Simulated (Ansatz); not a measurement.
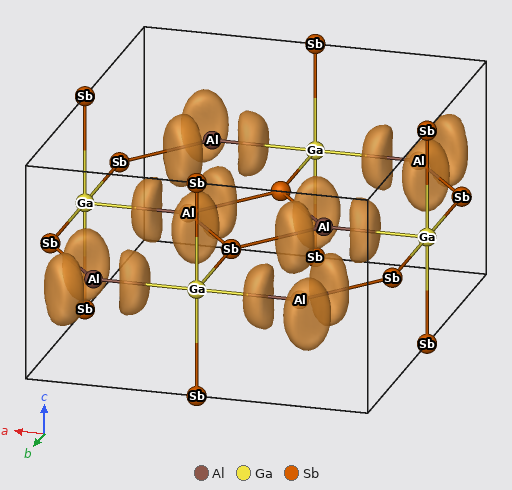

The picture shows: Al₂GaSb₃. Isosurface of the ELF at 0.75 (orange), seen at an oblique angle. Only the valence region is drawn (cores and ρ < 0.01 e/Å³ removed). Sticks mark near contacts.

Space group Cmmm; a structure generated by program, which may or may not match a known phase.

All numbers below come from DFT PBE, scalar-relativistic, plane waves, PAW in Ansatz.

**Where are the electrons localised?**

The surface consists of four regions between bonded Al–Ga atoms and eight regions between bonded Al–Sb atoms, counted in one cell of 12 atoms. Regions shared between cells count once.

Values along the shortest contacts:
Al–Ga (2.52 Å): the ELF peaks at about 0.90 between the atoms. Al–Sb (2.65 Å): the ELF peaks at about 0.90 between the atoms.
